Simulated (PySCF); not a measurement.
# One shape, several levels: NO2 (nitrogen dioxide)

We compute a comparison of 6 runs (UB3LYP/6-31G*, U-revPBE/cc-pVTZ, UB2PLYP/cc-pVTZ, UCAM-B3LYP/cc-pVTZ, UM06-2X/cc-pVTZ, UM06-L/cc-pVTZ) of NO2 (nitrogen dioxide). Input form: a Python script.

Program for the calculation: PySCF 2.14.0.

1 further run of the same task is left out (set aside as unsound or not needed).

## (1) The system as given

NO2 has 3 atoms, charge 0, and is taken as a doublet. As SMILES, `[O]N=O`. One bond was lengthened or shortened from a relaxed shape.

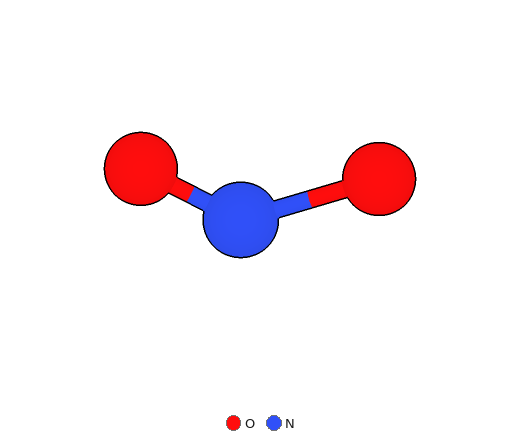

The structure, seen from a chosen angle (oxygen red, nitrogen blue).

## (2) A single-point energy at UB3LYP/6-31G(d) (spherical functions) (run 1)

run.py reads:

```python
from pyscf import gto, dft

system = gto.Mole()
system.atom = '''
O        0.113421      -1.412283      -0.086720
N       -0.361809      -0.339203      -0.233230
O        0.055690       1.091300       0.145270
'''
system.basis = '6-31g*'
system.verbose = 4
system.max_memory = 1860
system.charge = 0
system.spin = 1
system.build()

ks = dft.UKS(system)
ks.xc = 'b3lyp'
ks.conv_tol = 1e-10
ks.grids.level = 5
ks.kernel()
if not ks.converged:
    ks = ks.newton().run(ks.mo_coeff, ks.mo_occ)

e_final = ks.e_tot
print('Final energy', e_final)
```

Command:

```sh
OMP_NUM_THREADS=1 python run.py
```

The log of the run:

```text
PySCF version 2.14.0

[INPUT] num. atoms = 3
[INPUT] num. electrons = 23
[INPUT] charge = 0
[INPUT] spin (= nelec alpha-beta = 2S) = 1
[INPUT] symmetry False subgroup None
[INPUT] Mole.unit = angstrom
[INPUT] Symbol           X                Y                Z      unit          X                Y                Z       unit  Magmom
[INPUT]  1 O      0.113421000000  -1.412283000000  -0.086720000000 AA    0.214334626774  -2.668828080379  -0.163877049522 Bohr   0.0
[INPUT]  2 N     -0.361809000000  -0.339203000000  -0.233230000000 AA   -0.683719919403  -0.641000770631  -0.440740824032 Bohr   0.0
[INPUT]  3 O      0.055690000000   1.091300000000   0.145270000000 AA    0.105238847877   2.062258119738   0.274520514116 Bohr   0.0

[... 118 lines left out ...]
converged SCF energy = -205.009319575971  <S^2> = 0.76614105  2S+1 = 2.0160764
Final energy -205.00931957597072
```

It took 10 s on 1 thread of Arm Neoverse V1, shared host; peak memory 0.26 GiB.

## (3) The energy at U-revPBE/cc-pVTZ (run 2)

run.py reads:

```python
from pyscf import gto, dft

system = gto.M(
    atom=[
    ('O', (0.113421, -1.412283, -0.086720)),
    ('N', (-0.361809, -0.339203, -0.233230)),
    ('O', (0.055690, 1.091300, 0.145270)),
],
    verbose=4,
    basis='cc-pvtz',
    max_memory=1860,
    spin=1,
)

calc0 = dft.UKS(system)
calc0.xc = 'revpbe'
calc0.conv_tol = 1e-10
calc0.grids.level = 5
calc0.kernel()
if not calc0.converged:
    calc0 = calc0.newton().run(calc0.mo_coeff, calc0.mo_occ)

e_final = calc0.e_tot
print('E = %.10f Eh' % e_final)
```

Command:

```sh
OMP_NUM_THREADS=1 python run.py
```

The log of the run:

```text
PySCF version 2.14.0

[INPUT] num. atoms = 3
[INPUT] num. electrons = 23
[INPUT] charge = 0
[INPUT] spin (= nelec alpha-beta = 2S) = 1
[INPUT] symmetry False subgroup None
[INPUT] Mole.unit = angstrom
[INPUT] Symbol           X                Y                Z      unit          X                Y                Z       unit  Magmom
[INPUT]  1 O      0.113421000000  -1.412283000000  -0.086720000000 AA    0.214334626774  -2.668828080379  -0.163877049522 Bohr   0.0
[INPUT]  2 N     -0.361809000000  -0.339203000000  -0.233230000000 AA   -0.683719919403  -0.641000770631  -0.440740824032 Bohr   0.0
[INPUT]  3 O      0.055690000000   1.091300000000   0.145270000000 AA    0.105238847877   2.062258119738   0.274520514116 Bohr   0.0

[... 43 lines left out ...]
WARN: HOMO -0.239913784235878 >= LUMO -0.239913784235879
[... 58 lines left out ...]
converged SCF energy = -205.069248978522  <S^2> = 0.75642454  2S+1 = 2.0064143
E = -205.0692489785 Eh
```

Run time: 18 s. Hardware: 1 thread of Arm Neoverse V1, shared host; peak memory 0.44 GiB.

Runs 3 to 5 aren't shown in full; the table further down has their settings and results.

## (4) The energy at UM06-L/cc-pVTZ (run 6)

input.py reads:

```python
from pyscf import gto, dft

mol = gto.M(
    atom='''
O    0.113421  -1.412283  -0.086720
N   -0.361809  -0.339203  -0.233230
O    0.055690   1.091300   0.145270
''',
    max_memory=1860,
    spin=1,
    verbose=3,
    basis='cc-pvtz',
)

mf = dft.UKS(mol, xc='m06-l')
mf.grids.level = 5
mf.conv_tol = 1e-10
mf.kernel()
if not mf.converged:
    mf = mf.newton().run(mf.mo_coeff, mf.mo_occ)

e_final = mf.e_tot
print(f'total energy: {e_final:.8f} hartree')
```

Command:

```sh
OMP_NUM_THREADS=1 python input.py
```

The log of the run:

```text
WARN: HOMO -0.250403025105772 >= LUMO -0.250403025105776

converged SCF energy = -205.069625284226  <S^2> = 0.76306621  2S+1 = 2.0130238
total energy: -205.06962528 hartree
```

It took 46 s on 1 thread of Arm Neoverse V1, shared host; peak memory 0.49 GiB.

## (5) Overview of the runs

```
run                                level  frozen core orbitals  energy (Eh)  dipole moment (D)  HOMO energy (eV)  LUMO energy (eV)  wall time
  1  UB3LYP/6-31G* (spherical functions)                     –  -205.009320               1.14             -8.61             -4.55       10 s
  2                     U-revPBE/cc-pVTZ                     –  -205.069249               1.19             -7.26             -5.58       18 s
  3                      UB2PLYP/cc-pVTZ                     3  -204.966234               1.18            -10.37             -2.33       31 s
  4                   UCAM-B3LYP/cc-pVTZ                     –  -205.017786               1.30            -10.54             -3.25       37 s
  5                      UM06-2X/cc-pVTZ                     –  -204.997673               1.39            -10.52             -3.44       65 s
  6                       UM06-L/cc-pVTZ                     –  -205.069625               1.26             -7.58             -5.38       46 s
```

## (6) Results

| quantity | value |
| --- | --- |
| run 6: total energy | -205.06963 Eh |
| run 6: dipole moment | 1.26 D |
| run 6: HOMO energy (highest over α and β) | -7.58 eV |
| run 6: LUMO energy (lowest over α and β) | -5.38 eV |
| run 6: ⟨S²⟩ | 0.763 |

What this shows: The dipole moment (its size) runs from 1.14 D (UB3LYP/6-31G*) to 1.39 D (UM06-2X/cc-pVTZ). The two ends differ in method and basis. Totals of different functionals can't be ranked against each other. All runs together took 3.4 min, the longest 65 s.
